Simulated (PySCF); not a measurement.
```xyz
20

B     2.1553   -0.7189   -0.0144
C     1.0271    0.3437    0.0745
C     1.3763    1.6264    0.2395
C    -0.4356   -0.0756   -0.0237
C    -1.4180    1.0948    0.0826
C    -0.7394   -1.0599    1.1137
C    -0.6569   -0.7641   -1.3772
H     1.9434   -1.8602   -0.1560
H     3.2678   -0.3653    0.0631
H     2.4145    1.9086    0.3075
H     0.6750    2.4418    0.3140
H    -2.4373    0.7219    0.0041
H    -1.3207    1.6042    1.0387
H    -1.2618    1.8125   -0.7196
H    -1.7768   -1.3845    1.0619
H    -0.1014   -1.9364    1.0532
H    -0.5738   -0.5835    2.0784
H    -0.0169   -1.6349   -1.4819
H    -0.4332   -0.0759   -2.1904
H    -1.6928   -1.0840   -1.4709
```

Geometry: GFN2-xTB.

Method: PySCF, CAM-B3LYP/def2-SVPD, SCF density, gas phase.

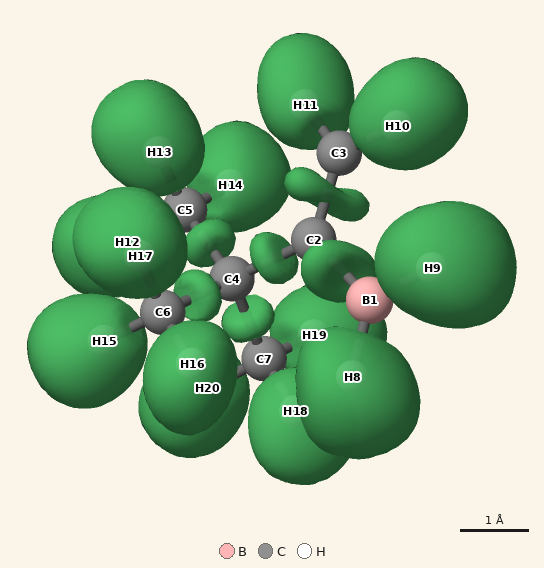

C6H13B (SMILES BC(=C)C(C)(C)C). Isosurface of the ELF at 0.85 (green), seen at an oblique angle. Core shells and regions of very low density are left out.

**Identify the bonds, lone pairs and shells in this picture.**

The surface consists of one region between bonded B–C atoms (shared pairs), five regions between bonded C–C atoms (shared pairs) and 13 regions around hydrogen nuclei.

Values along the shortest contacts:
C–C (1.34 Å): the ELF peaks at about 0.95 between the atoms (a multiple bond). C–B (1.55 Å): the ELF peaks at about 1 between the atoms (a shared electron pair).
